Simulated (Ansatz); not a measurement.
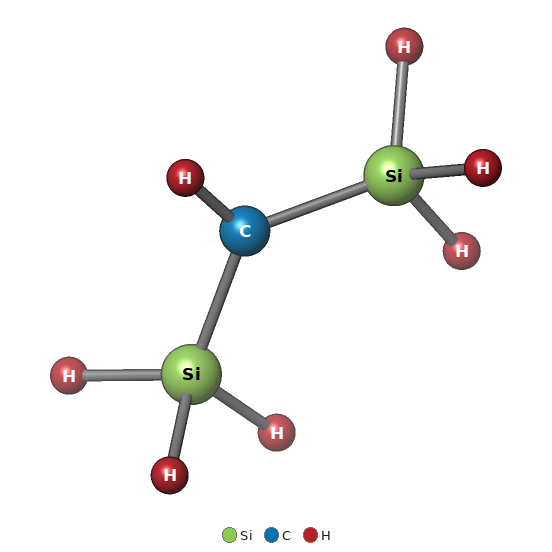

Atoms fade into the background with distance from the viewer. Charge −1, singlet. The computed structure is the end point of a PBE0-D4/def2-TZVPD optimisation. No frequency run is at hand to confirm it as a minimum.

> Which symmetry elements does this geometry have?

It has 1 mirror plane, so the point group is Cs. The group has 2 operations. The geometry is achiral, and symmetry allows a dipole moment.
